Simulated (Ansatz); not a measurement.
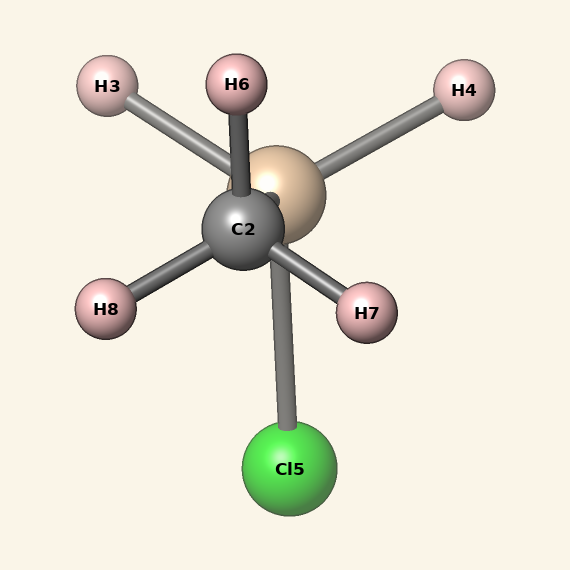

Si1 lies behind C2. The molecule seen nearly along the C2–Si1 bond, C2 in front. Atoms fade into the background with distance from the viewer. The computed structure is the end point of a PBE0-D4/def2-TZVP optimisation.

**What is the torsion angle H6–C2–Si1–Cl5? The sign is positive where the front bond must turn clockwise to cover the back bond.**

180°, antiperiplanar (anti). The bonds about C2–Si1 are staggered.
